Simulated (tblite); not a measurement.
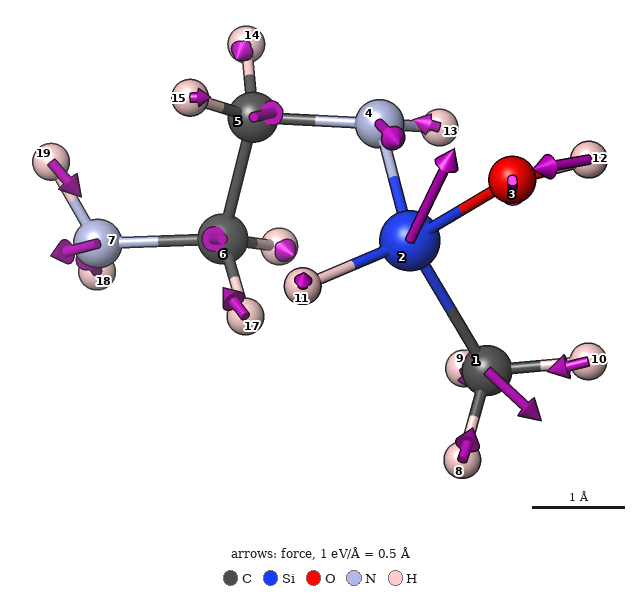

Starting geometry of C₃H₁₂N₂OSi with the computed forces as purple arrows. Style: ball-and-stick. Shown at a tilt.

The calculation used tblite, GFN2-xTB geometry optimisation, gas phase. 

> What follows when this structure is relaxed?

It isn't relaxed: the largest force vector, on the Si atom, is 2.64 eV/Å. The final displacements have little in common with the starting forces (cosine between the two patterns 0.27). Over 211 geometry steps the energy falls by 90.2 kJ/mol. The largest move after the best rigid fit is that of an H atom, 1.71 Å. Largest moves by element: H 1.71 Å, O 0.92 Å, C 0.47 Å, N 0.35 Å, Si 0.30 Å. Near-neighbour distances that change, for instance: O–Si 1.722 → 1.631 Å, N–Si 1.778 → 1.728 Å, C–Si 1.853 → 1.899 Å, H–O 0.995 → 0.953 Å. Bond angles that change, for instance: Si–O–H 108.9° → 119.6°, Si–N–C 113.6° → 123.5°, N–Si–H 114.4° → 104.7°. Groups turn about O–Si by about 120°, C–Si by about 50°, C–N by about 50°. The run took 1.5 s on 1 thread of Arm Neoverse V1, with other jobs on the host.
